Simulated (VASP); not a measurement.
Band structure of Al3Sc (space group Pm-3m). Computed with LDA (Ceperley-Alder, Perdew-Zunger), VASP's LDA PAW potentials (set 64) (plane waves; VASP).

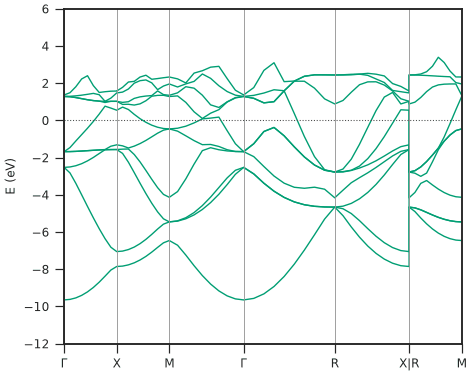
*Bands along high-symmetry lines, zero at the valence-band maximum or, without a gap, the Fermi level*

### Question
Read the plot: is there a gap, and where are the band edges?

### Answer
It has no gap at this level: it comes out as a metal or semimetal.

The structure is a typed Al3Sc crystal (Pm-3m). The cell was not relaxed at this level.
